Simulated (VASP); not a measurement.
# Gd (Gadolinium) with LDA + U: from relaxation to properties, part 9 of 12

What structure does Gd (Gadolinium) take at this level, and what are its properties? The start is a cell from a database of measured crystal structures.

VASP 6.6.1, plane waves and PAW; the level of theory is named at each step.

Still holding for the runs below: The magnetic order is the lowest of the few collinear ones that converged above; longer or canted patterns were not tried. The k-mesh is coarse for a metal.

So far, moment of the cell, from the last line of the log (μB): step 2 (magnetic order: ferromagnetic) 15.5; step 8 (full relaxation (LDA + U)) 15.4; step 9 (second relaxation) 15.3. The relaxed cell has a = 3.503, c = 5.598 Å (conventional setting).

## Step 11: Bands along the symmetry lines (LDA + U)

Level of this step: LDA, DFT+U (Gd f 5 eV), spin-polarised from a ferromagnetic start; plane waves and PAW (Gd) (VASP).

The mesh alone shows little of the dispersion and can miss band extrema, so KPOINTS_OPT adds a path through the symmetry points after the self-consistent cycle.

INCAR

```
SYSTEM = Gd
PREC = Accurate
ENCUT = 450
EDIFF = 1E-06
NELM = 150
ISMEAR = 1
SIGMA = 0.2
LREAL = .FALSE.
ALGO = Normal
GGA = CA
NBANDS = 40
ISPIN = 2
MAGMOM = 7.115 7.115
LDAU = .TRUE.
LDAUTYPE = 2
LDAUL = 3
LDAUU = 5
LDAUJ = 0
LDAUPRINT = 1
LASPH = .TRUE.
LMAXMIX = 6
AMIX = 0.2
BMIX = 1E-04
AMIX_MAG = 0.8
BMIX_MAG = 1E-04
LORBIT = 11
LWAVE = .FALSE.
LCHARG = .FALSE.
KPAR = 4
```

POSCAR

```
Gd
1.0
    3.5030593686      0.0000000000      0.0000000000
   -1.7515296843      3.0337384041      0.0000000000
    0.0000000000      0.0000000000      5.5976249190
Gd
2
Direct
    0.3333333333      0.6666666667      0.2500000000
    0.6666666667      0.3333333333      0.7500000000
```

KPOINTS

```
Automatic mesh
0
Gamma
7 7 4
0 0 0
```

KPOINTS_OPT

```
Line mode
16
Line-mode
Reciprocal
  0.00000000   0.00000000   0.00000000 GAMMA
  0.50000000   0.00000000   0.00000000 M

  0.50000000   0.00000000   0.00000000 M
  0.33333333   0.33333333   0.00000000 K

  0.33333333   0.33333333   0.00000000 K
  0.00000000   0.00000000   0.00000000 GAMMA

  0.00000000   0.00000000   0.00000000 GAMMA
  0.00000000   0.00000000   0.50000000 A

  0.00000000   0.00000000   0.50000000 A
  0.50000000   0.00000000   0.50000000 L

  0.50000000   0.00000000   0.50000000 L
  0.33333333   0.33333333   0.50000000 H

  0.33333333   0.33333333   0.50000000 H
  0.00000000   0.00000000   0.50000000 A

  0.50000000   0.00000000   0.50000000 L
  0.50000000   0.00000000   0.00000000 M

  0.33333333   0.33333333   0.00000000 K
  0.33333333   0.33333333   0.50000000 H
```

PAW data sets: Gd (PBE family, release 64).

Run with:

```console
$ mpirun -np 4 vasp_std
```

The program printed:

```text
[... set-up lines as in an earlier step ...]
 entering main loop
       N       E                     dE             d eps       ncg     rms          rms(c)
DAV:   1     0.250523715987E+03    0.25052E+03   -0.99972E+03  6024   0.400E+03
DAV:   2     0.351175033480E+02   -0.21541E+03   -0.18173E+03  6072   0.463E+02
DAV:   3    -0.416595601135E+01   -0.39283E+02   -0.37540E+02  5896   0.129E+02
DAV:   4    -0.123677628669E+02   -0.82018E+01   -0.80981E+01  7392   0.490E+01
DAV:   5    -0.136139974262E+02   -0.12462E+01   -0.12425E+01  7352   0.161E+01    0.548E+01
DAV:   6    -0.219881008643E+02   -0.83741E+01   -0.68724E+00  5784   0.824E+01    0.367E+01
DAV:   7    -0.226828321242E+02   -0.69473E+00   -0.18864E+00  6888   0.158E+01    0.443E+01
DAV:   8    -0.227019026623E+02   -0.19071E-01   -0.21976E-01  6504   0.193E+00    0.538E+01
DAV:   9    -0.227068734732E+02   -0.49708E-02   -0.34450E-02  6632   0.146E+00    0.308E+01
DAV:  10    -0.227096785932E+02   -0.28051E-02   -0.41758E-02  6736   0.123E+00    0.421E+00
DAV:  11    -0.227126346846E+02   -0.29561E-02   -0.11403E-02  6544   0.127E+00    0.472E+00
DAV:  12    -0.227121935882E+02    0.44110E-03   -0.24374E-03  6816   0.496E-01    0.391E+00
DAV:  13    -0.227121497217E+02    0.43866E-04   -0.13302E-03  6880   0.137E-01    0.105E+00
DAV:  14    -0.227121108041E+02    0.38918E-04   -0.14263E-04  6960   0.912E-02    0.131E-01
DAV:  15    -0.227121067872E+02    0.40169E-05   -0.27112E-05  7104   0.363E-02    0.541E-02
DAV:  16    -0.227121069888E+02   -0.20162E-06   -0.17413E-06  4912   0.605E-03
   1 F= -.22712107E+02 E0= -.22711894E+02  d E =-.639976E-03  mag=    15.3484
 Start KPOINTS_OPT (optional k-point list driver)
k-point batch [1-24\144]
       N       E                     dE             ncg
DAV:   1    -0.300564140338E+04   -0.21943E+05     6064
DAV:   2    -0.789278697102E+04   -0.48871E+04     5760
DAV:   3    -0.877498343973E+04   -0.88220E+03     5432
DAV:   4    -0.893951126770E+04   -0.16453E+03     7328
DAV:   5    -0.895700938010E+04   -0.17498E+02     7136
DAV:   6    -0.895909374704E+04   -0.20844E+01     6880
DAV:   7    -0.895920421808E+04   -0.11047E+00     6288
DAV:   8    -0.895921751509E+04   -0.13297E-01     6808
DAV:   9    -0.895921808029E+04   -0.56520E-03     6136
DAV:  10    -0.895921814568E+04   -0.65393E-04     5744
DAV:  11    -0.895921814915E+04   -0.34715E-05     3800
DAV:  12    -0.895921814947E+04   -0.31215E-06     3088
[...]
k-point batch [121-144\144]
       N       E                     dE             ncg
DAV:   1    -0.311738114916E+04   -0.33864E+05     6088
DAV:   2    -0.793660045815E+04   -0.48192E+04     5912
DAV:   3    -0.879413805994E+04   -0.85754E+03     5336
DAV:   4    -0.895694340897E+04   -0.16281E+03     7136
DAV:   5    -0.897837831519E+04   -0.21435E+02     7272
DAV:   6    -0.898035859043E+04   -0.19803E+01     6864
DAV:   7    -0.898045896229E+04   -0.10037E+00     6408
DAV:   8    -0.898047085450E+04   -0.11892E-01     6800
DAV:   9    -0.898047135738E+04   -0.50288E-03     6128
DAV:  10    -0.898047142599E+04   -0.68616E-04     5744
DAV:  11    -0.898047142934E+04   -0.33520E-05     3832
DAV:  12    -0.898047142970E+04   -0.35900E-06     3176
```

Elapsed: 48 s, on 4 MPI ranks of Intel Xeon 6975P-C (Granite Rapids), shared host; peak memory 0.99 GiB; 3.1 min of CPU time.

From OUTCAR (step 11):

```text
   k-points           NKPTS =     24   k-points in BZ     NKDIM =     24   number of bands    NBANDS=     40

   NELECT =      36.0000    total number of electrons

atom =   1  type =  1  l = 3

 onsite density matrix

spin component  1

  0.9899  0.0000 -0.0000 -0.0000  0.0000 -0.0000  0.0000
  0.0000  0.9892 -0.0000  0.0000 -0.0000 -0.0000 -0.0000
 -0.0000 -0.0000  0.9887 -0.0000 -0.0000  0.0000  0.0000
 -0.0000  0.0000 -0.0000  0.9897 -0.0000 -0.0000 -0.0000
  0.0000 -0.0000 -0.0000 -0.0000  0.9887  0.0000 -0.0000
 -0.0000 -0.0000  0.0000 -0.0000  0.0000  0.9892  0.0000
  0.0000 -0.0000  0.0000 -0.0000 -0.0000  0.0000  0.9886

spin component  2

  0.0021  0.0000 -0.0000 -0.0000 -0.0000 -0.0000 -0.0000
  0.0000  0.0018  0.0000  0.0000  0.0000  0.0000 -0.0000
 -0.0000  0.0000  0.0010  0.0000  0.0000 -0.0000  0.0000
 -0.0000  0.0000  0.0000  0.0016 -0.0000 -0.0000  0.0000
 -0.0000  0.0000  0.0000 -0.0000  0.0010  0.0000 -0.0000
 -0.0000  0.0000 -0.0000 -0.0000  0.0000  0.0018 -0.0000
 -0.0000 -0.0000  0.0000  0.0000 -0.0000 -0.0000  0.0009

 occupancies and eigenvectors

  o =  0.0009  v =  0.0000  0.0000  0.0000  0.0000  0.0000  0.0000  0.0000 -0.0000  0.0000 -0.0000 -0.0000  0.0000 -0.0000  1.0000      0.0000  0.0000  0.0000  0.0000  0.0000  0.0000  0.0000  0.0000  0.0000  0.0000  0.0000  0.0000  0.0000  0.0000
  o =  0.0010  v =  0.0000  0.0000  0.0000  0.0000  0.0000  0.0000  0.0000  0.0000  0.0000  1.0000 -0.0000 -0.0001  0.0000  0.0000      0.0000  0.0000  0.0000  0.0000  0.0000  0.0000  0.0000  0.0000  0.0000  0.0000  0.0000  0.0000  0.0000  0.0000
  o =  0.0010  v =  0.0000  0.0000  0.0000  0.0000  0.0000  0.0000  0.0000 -0.0000 -0.0000 -0.0001 -0.0000 -1.0000  0.0000  0.0000      0.0000  0.0000  0.0000  0.0000  0.0000  0.0000  0.0000  0.0000  0.0000  0.0000  0.0000  0.0000  0.0000  0.0000
  o =  0.0016  v =  0.0000  0.0000  0.0000  0.0000  0.0000  0.0000  0.0000  0.0000 -0.0000  0.0000  1.0000 -0.0000  0.0000  0.0000      0.0000  0.0000  0.0000  0.0000  0.0000  0.0000  0.0000  0.0000  0.0000  0.0000  0.0000  0.0000  0.0000  0.0000
  o =  0.0018  v =  0.0000  0.0000  0.0000  0.0000  0.0000  0.0000  0.0000 -0.0000  0.9999 -0.0000  0.0000 -0.0000 -0.0125 -0.0000      0.0000  0.0000  0.0000  0.0000  0.0000  0.0000  0.0000  0.0000  0.0000  0.0000  0.0000  0.0000  0.0000  0.0000
  o =  0.0018  v =  0.0000  0.0000  0.0000  0.0000  0.0000  0.0000  0.0000 -0.0000 -0.0125  0.0000  0.0000 -0.0000 -0.9999 -0.0000      0.0000  0.0000  0.0000  0.0000  0.0000  0.0000  0.0000  0.0000  0.0000  0.0000  0.0000  0.0000  0.0000  0.0000
  o =  0.0021  v =  0.0000  0.0000  0.0000  0.0000  0.0000  0.0000  0.0000  1.0000  0.0000 -0.0000 -0.0000 -0.0000 -0.0000  0.0000      0.0000  0.0000  0.0000  0.0000  0.0000  0.0000  0.0000  0.0000  0.0000  0.0000  0.0000  0.0000  0.0000  0.0000
  o =  0.9886  v =  0.0000 -0.0000  0.0000  0.0000 -0.0000  0.0000 -1.0000  0.0000  0.0000  0.0000  0.0000  0.0000  0.0000  0.0000      0.0000  0.0000  0.0000  0.0000  0.0000  0.0000  0.0000  0.0000  0.0000  0.0000  0.0000  0.0000  0.0000  0.0000
  o =  0.9887  v =  0.0000 -0.0000  1.0000 -0.0000  0.0000 -0.0000  0.0000  0.0000  0.0000  0.0000  0.0000  0.0000  0.0000  0.0000      0.0000  0.0000  0.0000  0.0000  0.0000  0.0000  0.0000  0.0000  0.0000  0.0000  0.0000  0.0000  0.0000  0.0000
  o =  0.9887  v = -0.0000 -0.0000 -0.0000 -0.0000  1.0000  0.0000 -0.0000  0.0000  0.0000  0.0000  0.0000  0.0000  0.0000  0.0000      0.0000  0.0000  0.0000  0.0000  0.0000  0.0000  0.0000  0.0000  0.0000  0.0000  0.0000  0.0000  0.0000  0.0000
  o =  0.9892  v =  0.0000  0.0349  0.0000  0.0000 -0.0000  0.9994 -0.0000  0.0000  0.0000  0.0000  0.0000  0.0000  0.0000  0.0000      0.0000  0.0000  0.0000  0.0000  0.0000  0.0000  0.0000  0.0000  0.0000  0.0000  0.0000  0.0000  0.0000  0.0000
[...]
o =  0.0016  v =  0.0000  0.0000  0.0000  0.0000  0.0000  0.0000  0.0000  0.0000 -0.0000  0.0000  1.0000  0.0000  0.0000 -0.0000      0.0000  0.0000  0.0000  0.0000  0.0000  0.0000  0.0000  0.0000  0.0000  0.0000  0.0000  0.0000  0.0000  0.0000
  o =  0.0018  v =  0.0000  0.0000  0.0000  0.0000  0.0000  0.0000  0.0000 -0.0000  0.9993 -0.0000  0.0000  0.0000 -0.0367  0.0000      0.0000  0.0000  0.0000  0.0000  0.0000  0.0000  0.0000  0.0000  0.0000  0.0000  0.0000  0.0000  0.0000  0.0000
  o =  0.0018  v =  0.0000  0.0000  0.0000  0.0000  0.0000  0.0000  0.0000 -0.0000 -0.0367  0.0000  0.0000 -0.0000 -0.9993 -0.0000      0.0000  0.0000  0.0000  0.0000  0.0000  0.0000  0.0000  0.0000  0.0000  0.0000  0.0000  0.0000  0.0000  0.0000
  o =  0.0021  v =  0.0000  0.0000  0.0000  0.0000  0.0000  0.0000  0.0000  1.0000  0.0000 -0.0000 -0.0000 -0.0000 -0.0000 -0.0000      0.0000  0.0000  0.0000  0.0000  0.0000  0.0000  0.0000  0.0000  0.0000  0.0000  0.0000  0.0000  0.0000  0.0000
  o =  0.9886  v = -0.0000 -0.0000  0.0000 -0.0000  0.0000  0.0000  1.0000  0.0000  0.0000  0.0000  0.0000  0.0000  0.0000  0.0000      0.0000  0.0000  0.0000  0.0000  0.0000  0.0000  0.0000  0.0000  0.0000  0.0000  0.0000  0.0000  0.0000  0.0000
  o =  0.9887  v =  0.0000  0.0000  1.0000 -0.0000  0.0000 -0.0000 -0.0000  0.0000  0.0000  0.0000  0.0000  0.0000  0.0000  0.0000      0.0000  0.0000  0.0000  0.0000  0.0000  0.0000  0.0000  0.0000  0.0000  0.0000  0.0000  0.0000  0.0000  0.0000
  o =  0.9887  v =  0.0000 -0.0000  0.0000 -0.0000 -1.0000 -0.0000  0.0000  0.0000  0.0000  0.0000  0.0000  0.0000  0.0000  0.0000      0.0000  0.0000  0.0000  0.0000  0.0000  0.0000  0.0000  0.0000  0.0000  0.0000  0.0000  0.0000  0.0000  0.0000
  o =  0.9892  v = -0.0000  0.0094 -0.0000 -0.0000  0.0000 -1.0000  0.0000  0.0000  0.0000  0.0000  0.0000  0.0000  0.0000  0.0000      0.0000  0.0000  0.0000  0.0000  0.0000  0.0000  0.0000  0.0000  0.0000  0.0000  0.0000  0.0000  0.0000  0.0000
  o =  0.9892  v = -0.0000  1.0000 -0.0000  0.0000 -0.0000  0.0094  0.0000  0.0000  0.0000  0.0000  0.0000  0.0000  0.0000  0.0000      0.0000  0.0000  0.0000  0.0000  0.0000  0.0000  0.0000  0.0000  0.0000  0.0000  0.0000  0.0000  0.0000  0.0000
  o =  0.9897  v =  0.0000  0.0000 -0.0000 -1.0000  0.0000  0.0000 -0.0000  0.0000  0.0000  0.0000  0.0000  0.0000  0.0000  0.0000      0.0000  0.0000  0.0000  0.0000  0.0000  0.0000  0.0000  0.0000  0.0000  0.0000  0.0000  0.0000  0.0000  0.0000
  o =  0.9899  v =  1.0000  0.0000 -0.0000  0.0000  0.0000 -0.0000  0.0000  0.0000  0.0000  0.0000  0.0000  0.0000  0.0000  0.0000      0.0000  0.0000  0.0000  0.0000  0.0000  0.0000  0.0000  0.0000  0.0000  0.0000  0.0000  0.0000  0.0000  0.0000

 E-fermi :   3.2613

 spin component 1
 k-point     1 :       0.0000    0.0000    0.0000
  band No.  band energies     occupation
    ...
     20      -3.9455      1.00000
     21      -3.9169      1.00000
     22      -3.9113      1.00000
     23      -1.9149      1.00000
     24       0.5964      1.00000
     25       4.5493     -0.00000
     26       4.5493     -0.00000
     27       4.7080     -0.00000
     28       4.7928     -0.00000
     29       5.2567     -0.00000
    ...

 k-point     2 :       0.1429   -0.0000    0.0000
  band No.  band energies     occupation
    ...
     20      -3.9550      1.00000
     21      -3.9357      1.00000
     22      -3.9249      1.00000
     23      -1.3825      1.00000
     24       1.0986      1.00000
     25       3.7099     -0.00338
     26       3.9389     -0.00001
     27       4.7551     -0.00000
     28       5.0821     -0.00000
     29       5.3898     -0.00000
    ...

  Total       -0.0480510     -0.0480510     -0.0510250      0.0000000      0.0000000      0.0000000
  in kB       -1.2941468     -1.2941468     -1.3742445      0.0000000      0.0000000      0.0000000
  external PRESSURE =      -1.3208460 kB  Pullay stress =       0.0000000 kB

 POSITION                                       TOTAL-FORCE (eV/Angst)
 -----------------------------------------------------------------------------------
     -0.00000      2.02249      1.39941        -0.000000     -0.000000      0.000000
      1.75153      1.01125      4.19822         0.000000      0.000000      0.000000
 -----------------------------------------------------------------------------------
    total drift:                               -0.000000      0.000000     -0.000000

  FREE ENERGIE OF THE ION-ELECTRON SYSTEM (eV)
  ---------------------------------------------------
  free  energy   TOTEN  =       -22.7121069888 eV

  energy  without entropy=      -22.7114670130  energy(sigma->0) =      -22.71189366

[... 10 parts as in an earlier step ...]

[... 12 further parts left out ...]
```

Spin-orbit coupling is off here; with elements this heavy it splits and shifts levels by tenths of an eV or more.

Numbers from this step:

```yaml
scf_cycles: 16
bands: 40
pressure: -0.1321 GPa
```

Spin up. Electronic bands along the path, in eV, zero at the Fermi level; # counts the bands kept, so #1 is VASP's band 9:

```tsv
point	#15	#16	#17	#18	#19	#20	#21	#22
Γ	-5.18	-2.67	1.29	1.29	1.45	1.53	2.00	2.00
M	-2.18	-2.06	-1.58	0.25	1.00	1.21	1.88	5.60
K	-1.55	-0.91	-0.91	-0.54	0.73	0.73	2.23	4.86
Γ	-5.18	-2.67	1.29	1.29	1.45	1.53	2.00	2.00
A	-3.56	-3.56	0.48	0.48	1.20	1.20	1.20	1.20
L	-2.41	-2.41	-0.60	-0.60	1.93	1.93	2.69	2.69
H	-1.06	-1.06	-0.70	-0.70	0.41	0.41	2.50	2.50
A	-3.56	-3.56	0.48	0.48	1.20	1.20	1.20	1.20
jump to L	-2.41	-2.41	-0.60	-0.60	1.93	1.93	2.69	2.69
M	-2.18	-2.06	-1.58	0.25	1.00	1.21	1.88	5.60
jump to K	-1.55	-0.91	-0.91	-0.54	0.73	0.73	2.23	4.86
H	-1.06	-1.06	-0.70	-0.70	0.41	0.41	2.50	2.50
```

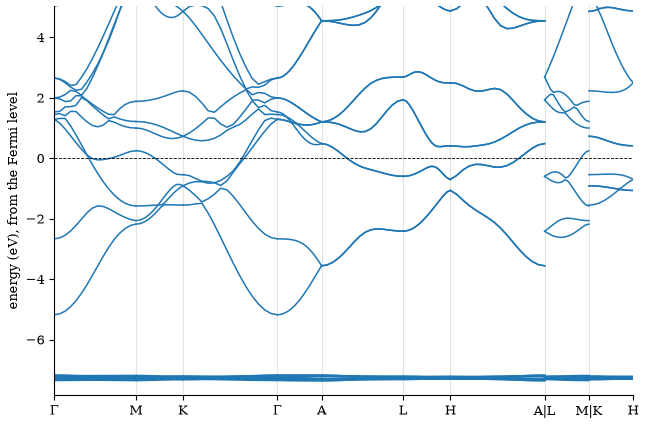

Electronic bands along the path.

Spin down. The electronic bands at the labelled points (eV, zero at the Fermi level; # counts the bands kept, so #1 is VASP's band 9):

```tsv
point	#1	#2	#3	#4	#5	#6
Γ	-4.38	-1.80	1.98	2.05	2.12	2.12
M	-1.28	-1.24	-0.80	1.15	1.90	1.96
K	-0.85	0.12	0.12	0.30	1.48	1.48
Γ	-4.38	-1.80	1.98	2.05	2.12	2.12
A	-2.69	-2.69	1.20	1.20	2.18	2.18
L	-1.62	-1.62	0.28	0.28	2.08	2.08
H	-0.28	-0.28	0.02	0.02	1.34	1.34
A	-2.69	-2.69	1.20	1.20	2.18	2.18
jump to L	-1.62	-1.62	0.28	0.28	2.08	2.08
M	-1.28	-1.24	-0.80	1.15	1.90	1.96
jump to K	-0.85	0.12	0.12	0.30	1.48	1.48
H	-0.28	-0.28	0.02	0.02	1.34	1.34
```

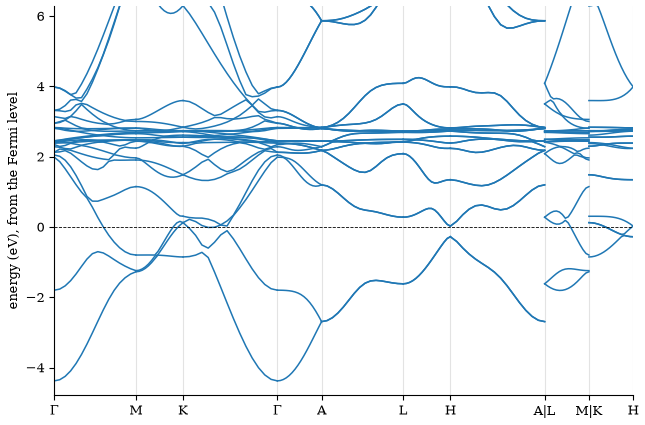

Electronic bands along the path.

There is no gap at this level.

(Continued in part 10 of 12.)

[Lines on the potential files, build, host, timing and source positions are cut from VASP's logs without a mark.]

[Logs are printed without paths, hosts, clocks, repeated set-up lines and the standing remarks that a program may print on its own settings, such as how far it seeks lower states.]

[Hosts, paths, dates, database ids (printed as entryN), source tags and the programs' standing remarks are cut or masked in the printed files.]

[A measured line is paired with the nearest computed mode of its activity, which favours agreement.]

[In band tables of VASP the shares of atoms and orbitals are scaled to a sum of 1 inside the atoms' spheres.]
